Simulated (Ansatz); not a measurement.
CaBi2, pressure series

Consider CaBi2 (space group Cmcm, No. 63; a cell from a computed database, its experimental status unchecked).

```xyz
6
Lattice="2.3682 -8.5775 0.0000 2.3682 8.5775 0.0000 0.0000 0.0000 4.5132" Properties=species:S:1:pos:R:3 pbc="T T T"
Ca     2.3682    -6.8474     1.1283
Ca     2.3682     6.8474     3.3849
Bi     2.3682    -1.0994     1.1283
Bi     2.3682     1.0994     3.3849
Bi     2.3682     4.1667     1.1283
Bi     2.3682    -4.1667     3.3849
```

Cell and atoms are relaxed at each pressure.

Method: r2SCAN+rVV10/PAW in Ansatz (a quantum-chemistry and plane-wave program), no spin-orbit coupling.

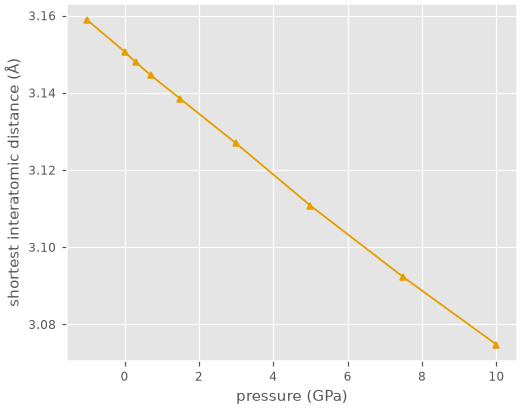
Figure: Shortest interatomic distance against pressure

**Question.** From the plot, what is the shortest interatomic distance for pressure 5 GPa?

**Answer.** About 3.111 Å.

**Question.** Is the trend monotonic over the range shown?

**Answer.** Yes, it falls throughout, spanning 3.075 Å to 3.159 Å.

Load acts through the strain it causes; cell and atoms are relaxed under it. Whether these cells are dynamically stable was not tested. No other phases were tried under pressure.
